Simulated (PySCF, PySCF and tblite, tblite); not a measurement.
# C₇H₅FO₂: conformers and averaged spectra

Which conformers does C₇H₅FO₂ (`O=C(O)c1ccc(F)cc1`) populate, and what do their averaged NMR parameters look like?

Programs: PySCF 2.14.0 with density-fitted response routines of our own, and tblite 0.8.0. All values are computed, except where a source is named. Atoms count from 0 throughout.

### 1 The starting structure

15 atoms, charge 0, multiplicity 1; geometry from: MMFF94s geometry.

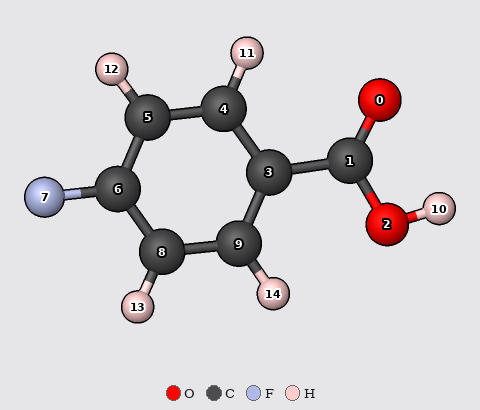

The starting geometry (oxygen red, carbon dark grey, fluorine light blue, hydrogen pink), atoms numbered.

### 2 GFN2-xTB relaxation, conformer 1

Job settings and geometry (Å):

```
{"job": {"xc": "GFN2-xTB", "basis": "xTB", "kind": "relax"}, "charge": 0, "multiplicity": 1}
O     -2.611000    -1.480200    -0.645600
C     -2.082800    -0.384400    -0.602200
O     -2.782700     0.746300    -0.614800
C     -0.617800    -0.142600    -0.505100
C      0.235200    -1.264800    -0.454200
C      1.613300    -1.083800    -0.374400
C      2.140500     0.208000    -0.321100
F      3.471300     0.381100    -0.226900
C      1.311500     1.314900    -0.349900
C     -0.080800     1.142000    -0.436500
H     -3.724100     0.441900    -0.683400
H     -0.176800    -2.273900    -0.502600
H      2.283400    -1.935400    -0.333900
H      1.742100     2.312700    -0.309900
H     -0.725800     2.026200    -0.464800
```

Run with:

```console
$ OMP_NUM_THREADS=1 python ens_run.py task.json out
```

This one command runs the whole study; its stages follow in the order run.

Output:

```text
step      E/eV     max force
  0    -827.20064    1.330
  1    -827.24672    0.905
  2    -827.26338    0.477
  3    -827.27620    0.292
  4    -827.27988    0.231
  5    -827.28226    0.185
  6    -827.28452    0.134
  7    -827.28581    0.089
  8    -827.28654    0.069
  9    -827.28693    0.045
 10    -827.28712    0.038
 11    -827.28712    0.038
 12    -827.28719    0.029
 13    -827.28732    0.029
 14    -827.28737    0.028
 15    -827.28744    0.020
 16    -827.28748    0.019
 17    -827.28752    0.015
 18    -827.28756    0.019
 19    -827.28760    0.015
 20    -827.28764    0.019
 21    -827.28768    0.020
 22    -827.28772    0.017
 23    -827.28774    0.016
 24    -827.28775    0.014
 25    -827.28777    0.013
 26    -827.28779    0.013
 27    -827.28780    0.009
 28    -827.28781    0.006
 29    -827.28781    0.004
```

It took 0.16 s on 1 thread of Arm Neoverse V2, shared host.

Gain 0.087 eV; displacement 0.03 Å root mean square.

### 3 Shieldings, conformer 1: PBE0/pcSseg-1

Job settings and geometry (Å):

```
{"job": {"xc": "PBE0", "basis": "pcSseg-1", "kind": "nmr", "pop": true}, "charge": 0, "multiplicity": 1}
O     -2.571017    -1.484871    -0.645709
C     -2.058769    -0.394990    -0.592723
O     -2.783112     0.734371    -0.617827
C     -0.600975    -0.156231    -0.495513
C      0.248270    -1.261299    -0.458976
C      1.614531    -1.087624    -0.369495
C      2.115085     0.203048    -0.316970
F      3.445569     0.381800    -0.229496
C      1.292199     1.316756    -0.351810
C     -0.073729     1.132221    -0.441772
H     -3.725916     0.515994    -0.682429
H     -0.185259    -2.248559    -0.502276
H      2.291136    -1.926871    -0.340188
H      1.725816     2.303348    -0.308794
H     -0.738243     1.980897    -0.471375
```

Output:

```text
coarse grid: 13960 points
cycle   1  E = -519.1800218016  dE =  2.048e+00  |g| = 9.936e-01  |ddm| = 3.946e+00
cycle   2  E = -518.8333387353  dE =  3.467e-01  |g| = 1.695e+00  |ddm| = 2.594e+00
cycle   3  E = -519.3431936695  dE = -5.099e-01  |g| = 3.148e-01  |ddm| = 1.935e+00
cycle   4  E = -519.3608417654  dE = -1.765e-02  |g| = 8.452e-02  |ddm| = 3.105e-01
cycle   5  E = -519.3619924833  dE = -1.151e-03  |g| = 2.445e-02  |ddm| = 7.462e-02
cycle   6  E = -519.3621304413  dE = -1.380e-04  |g| = 6.931e-03  |ddm| = 2.972e-02
cycle   7  E = -519.3621407547  dE = -1.031e-05  |g| = 2.835e-03  |ddm| = 8.504e-03
cycle   8  E = -519.3621426681  dE = -1.913e-06  |g| = 5.664e-04  |ddm| = 2.935e-03
final grid: 139336 points
cycle   9  E = -519.4472303219  dE = -2.987e-05  |g| = 1.194e-02  |ddm| = 5.382e-02
cycle  10  E = -519.4471866237  dE =  4.370e-05  |g| = 1.960e-02  |ddm| = 2.966e-02
cycle  11  E = -519.4472569135  dE = -7.029e-05  |g| = 2.647e-03  |ddm| = 1.927e-02
cycle  12  E = -519.4472582338  dE = -1.320e-06  |g| = 4.946e-04  |ddm| = 2.375e-03
cycle  13  E = -519.4472582729  dE = -3.902e-08  |g| = 1.455e-04  |ddm| = 4.918e-04
cycle  14  E = -519.4472582767  dE = -3.876e-09  |g| = 3.804e-05  |ddm| = 1.693e-04
cycle  15  E = -519.4472582770  dE = -2.781e-10  |g| = 1.611e-05  |ddm| = 5.371e-05
converged SCF energy = -519.4472582770

GIAO shielding tensors (ppm)
atom      isotropic    diamagn.    paramagn.     s11        s22        s33       span
  0 O      -76.050     402.474    -478.524   -297.084   -219.180    288.115    585.199
  1 C       17.108     245.497    -228.388    -82.591     59.519     74.396    156.987
  2 O      137.959     391.120    -253.161     -4.997    163.171    255.703    260.700
  3 C       58.074     260.545    -202.471    -34.334     45.257    163.298    197.632
  4 C       45.799     249.851    -204.051    -61.420     20.466    178.353    239.773
  5 C       65.463     256.613    -191.151    -19.810     47.801    168.397    188.207
  6 C       10.164     254.043    -243.880    -80.067     27.197     83.361    163.428
  7 F      275.689     476.798    -201.109    187.611    279.414    360.042    172.431
  8 C       66.073     256.329    -190.257    -18.986     48.786    168.417    187.403
  9 C       47.730     250.188    -202.458    -53.953     21.623    175.521    229.474
 10 H       25.381      28.468      -3.087     20.652     21.806     33.684     13.032
 11 H       23.023      32.043      -9.021     18.855     22.798     27.416      8.561
 12 H       24.235      29.467      -5.233     20.514     24.949     27.241      6.727
 13 H       24.322      29.542      -5.221     20.607     25.024     27.334      6.727
 14 H       23.202      31.775      -8.573     18.776     22.779     28.051      9.275
```

Wall time 23 s (1 thread of Arm Neoverse V2, shared host); peak memory 0.85 GiB.

Key values: HOMO -7.68 eV, LUMO -1.52 eV; dipole 1.50 D.

### 4 Couplings, conformer 1: B3LYP/pcJ-1+6-31G*

The job, as its differences from that of step 3:

```diff
@@ -1,2 +1,2 @@
-{"job": {"xc": "PBE0", "basis": "pcSseg-1", "kind": "nmr", "pop": true}, "charge": 0, "multiplicity": 1}
+{"job": {"xc": "B3LYP", "basis": {"default": "6-31G*", "H": "pcJ-1", "F": "pcJ-1"}, "nuclei": ["H", "F", "P", "Si", "B"], "kind": "j"}, "charge": 0, "multiplicity": 1}
 O     -2.571017    -1.484871    -0.645709
```

Output:

```text
coarse grid: 13960 points
cycle   1  E = -519.9169825777  dE =  1.995e+00  |g| = 1.068e+00  |ddm| = 4.140e+00
cycle   2  E = -519.4337509654  dE =  4.832e-01  |g| = 1.901e+00  |ddm| = 2.652e+00
cycle   3  E = -520.1021245245  dE = -6.684e-01  |g| = 3.951e-01  |ddm| = 1.968e+00
cycle   4  E = -520.1319123754  dE = -2.979e-02  |g| = 9.858e-02  |ddm| = 3.985e-01
cycle   5  E = -520.1335201164  dE = -1.608e-03  |g| = 3.303e-02  |ddm| = 9.517e-02
cycle   6  E = -520.1337832318  dE = -2.631e-04  |g| = 8.591e-03  |ddm| = 3.784e-02
cycle   7  E = -520.1337994715  dE = -1.624e-05  |g| = 3.719e-03  |ddm| = 1.124e-02
cycle   8  E = -520.1338029887  dE = -3.517e-06  |g| = 7.250e-04  |ddm| = 4.009e-03
final grid: 139336 points
cycle   9  E = -520.0667430880  dE = -6.894e-05  |g| = 7.018e-03  |ddm| = 3.940e-02
cycle  10  E = -520.0667299181  dE =  1.317e-05  |g| = 1.107e-02  |ddm| = 1.565e-02
cycle  11  E = -520.0667533161  dE = -2.340e-05  |g| = 1.893e-03  |ddm| = 1.022e-02
cycle  12  E = -520.0667539763  dE = -6.601e-07  |g| = 6.042e-04  |ddm| = 1.982e-03
cycle  13  E = -520.0667540378  dE = -6.157e-08  |g| = 1.771e-04  |ddm| = 5.831e-04
cycle  14  E = -520.0667540433  dE = -5.503e-09  |g| = 2.932e-05  |ddm| = 1.585e-04
cycle  15  E = -520.0667540435  dE = -1.550e-10  |g| = 1.348e-05  |ddm| = 4.142e-05
converged SCF energy = -520.0667540435

Indirect spin-spin couplings (Hz)
  i      j    bonds     total        FC       PSO       DSO        SD
  7 F   10 H    7     -0.582    -0.130     0.590    -0.972    -0.071
  7 F   11 H    4      5.003     5.256     1.221    -1.325    -0.150
  7 F   12 H    3      8.428    12.030    -2.684    -0.064    -0.854
  7 F   13 H    3      8.580    12.193    -2.701    -0.055    -0.857
  7 F   14 H    4      4.780     5.021     1.210    -1.312    -0.139
 10 H   11 H    5     -0.362     0.108     0.961    -1.431         -
 10 H   12 H    6     -0.202     0.206     0.809    -1.218         -
 10 H   13 H    6     -0.399    -0.001     0.844    -1.242         -
 10 H   14 H    5     -0.604    -0.018     1.320    -1.907         -
 11 H   12 H    3      9.969    10.134     0.108    -0.273         -
 11 H   13 H    5     -0.249     0.393     1.170    -1.812         -
 11 H   14 H    4      1.398     2.062     1.207    -1.872         -
 12 H   13 H    4      1.999     2.656     1.328    -1.985         -
 12 H   14 H    5     -0.242     0.399     1.164    -1.805         -
 13 H   14 H    3      9.882    10.029     0.073    -0.220         -
```

It took 30 s on 1 thread of Arm Neoverse V2, shared host; peak memory 0.92 GiB.

In short: HOMO -7.14 eV, LUMO -1.34 eV; dipole 1.48 D.

### 5 Averages: properties at PBE0/pcSseg-1

Job settings and geometry (Å):

```
{"job": {"study": "conf", "smiles": "O=C(O)c1ccc(F)cc1", "search": {"seed": 5424, "n_embed": 90, "ff_keep": 18, "window": 3.0, "nmax": 10, "temps": [220, 260, 298.15, 340, 380], "t_ref": 298.15, "order": 0.0005}, "level": {"nmr": {"xc": "PBE0", "basis": "pcSseg-1"}, "j": {"xc": "B3LYP", "basis": {"default": "6-31G*", "H": "pcJ-1", "F": "pcJ-1"}, "nuclei": ["H", "F", "P", "Si", "B"]}}, "kind": "conf"}, "charge": 0, "multiplicity": 1}
O     -2.571017    -1.484871    -0.645709
C     -2.058769    -0.394990    -0.592723
O     -2.783112     0.734371    -0.617827
C     -0.600975    -0.156231    -0.495513
C      0.248270    -1.261299    -0.458976
C      1.614531    -1.087624    -0.369495
C      2.115085     0.203048    -0.316970
F      3.445569     0.381800    -0.229496
C      1.292199     1.316756    -0.351810
C     -0.073729     1.132221    -0.441772
H     -3.725916     0.515994    -0.682429
H     -0.185259    -2.248559    -0.502276
H      2.291136    -1.926871    -0.340188
H      1.725816     2.303348    -0.308794
H     -0.738243     1.980897    -0.471375
```

Output:

```text
conformer  sym    E(xTB)   E(DFT)   G(298.15 K)  weight  dipole/D
    1     Cs      0.000    0.000    0.000   1.0000    1.504

mean shielding (ppm) by class
class atoms           220 K      260 K   298.15 K      340 K      380 K
  0 O  0             -76.05     -76.05     -76.05     -76.05     -76.05
  1 C  1             17.108     17.108     17.108     17.108     17.108
  2 O  2            137.959    137.959    137.959    137.959    137.959
  3 C  3             58.074     58.074     58.074     58.074     58.074
  4 C  4,9           46.765     46.765     46.765     46.765     46.765
  5 C  5,8           65.768     65.768     65.768     65.768     65.768
  6 C  6             10.164     10.164     10.164     10.164     10.164
  7 F  7            275.689    275.689    275.689    275.689    275.689
  8 H  10            25.381     25.381     25.381     25.381     25.381
  9 H  11,14         23.113     23.113     23.113     23.113     23.113
 10 H  12,13         24.278     24.278     24.278     24.278     24.278
```

Wall time 54 s (1 thread of Arm Neoverse V2, shared host). This counts the runs that the step sums up.

The search (ETKDG and KDG, MMFF94s, GFN2-xTB) embedded 90 structures, kept 1 distinct ones after the force field and 1 after xTB; 1 was carried on (window 3.0 kcal/mol at the search's own energies). Energies: PBE0/pcSseg-1 with D3(BJ).

The conformers at 298 K:

```
no.  group  mirror pair  ΔE xTB  ΔE DFT    ΔG  weight (%)  μ (D)  O0–C1–O2–H10 (°)  O2–C1–C3–C4 (°)     A, B, C (GHz)
  1     Cs           no    0.00    0.00  0.00       100.0   1.50                 0              180  3.90, 0.78, 0.65
```

Energies in kcal/mol. ΔG holds xTB vibrations and rotation, symmetry numbers and mirror pairs.

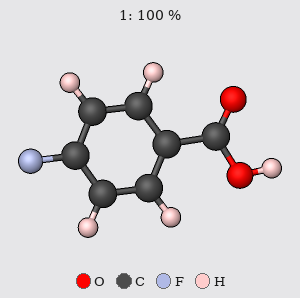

The one conformer.

Shifts against references run at the same level (¹⁷O H2O 336.1, ¹⁹F CFCl3 170.9, ¹H TMS 31.72, ¹³C TMS 186.9 ppm of shielding), by class of atoms, at 298 K:

```
   atoms                          environment  average  measured
      C6     aromatic carbon bearing fluorine    176.8         –
      C1               carboxylic acid carbon    169.8         –
  C4, C9                          aromatic CH    140.2         –
      C3          substituted aromatic carbon    128.9         –
  C5, C8                          aromatic CH    121.2         –
H11, H14           hydrogen on an aromatic CH     8.60         –
H12, H13           hydrogen on an aromatic CH     7.44         –
     H10  hydrogen on an acid hydroxyl oxygen     6.34         –
      O0                      carbonyl oxygen    412.1         –
      O2                 acid hydroxyl oxygen    198.1         –
      F7                        aryl fluorine   -104.7    -104.6
```

Measured: G. Saielli, R. Bini, A. Bagno, Computational 19F NMR. 2. Organic compounds, RSC Adv. 2014, ESI (exp. from Berger-Braun-Kalinowski 1994 and Everett 1995).

Couplings (Hz, B3LYP/pcJ-1+6-31G*; one pair named for each class), from conformers that hold 100 % of the weight:

```
   pair  bonds  average
H11–H12      3      9.9
 F7–H12      3      8.5
 F7–H11      4      4.9
H12–H13      4      2.0
H11–H14      4      1.4
```

Effective distances for nuclear Overhauser effects, ⟨r⁻⁶⟩^(−1/6) over all pairs of two classes (Å): H11···H12 2.79; H10···H11 3.65.

### 6 What came out

| quantity | value |
| --- | --- |
| conformers | 1; the first in weight is no. 1 (Cs), 100 % at 298 K |
| root-mean-square dipole | 1.50 D |
| averaged ¹³C shifts (PBE0/pcSseg-1) | 176.8, 169.8, 140.2, 128.9, 121.2 ppm |
| averaged ¹H shifts (PBE0/pcSseg-1) | 8.60, 7.44, 6.34 ppm |
| averaged ¹⁹F shifts (PBE0/pcSseg-1) | -104.7 ppm |

The search found one conformer in the window, so the averages are its own values. Against 1 measured ¹⁹F shift the average misses by 0.1 ppm. Vibration and solvent are missing from the shifts, so part of that gap is not the functional's. Protons on O, N, S or Se exchange and bind to solvent, so their values hold for the lone molecule only.
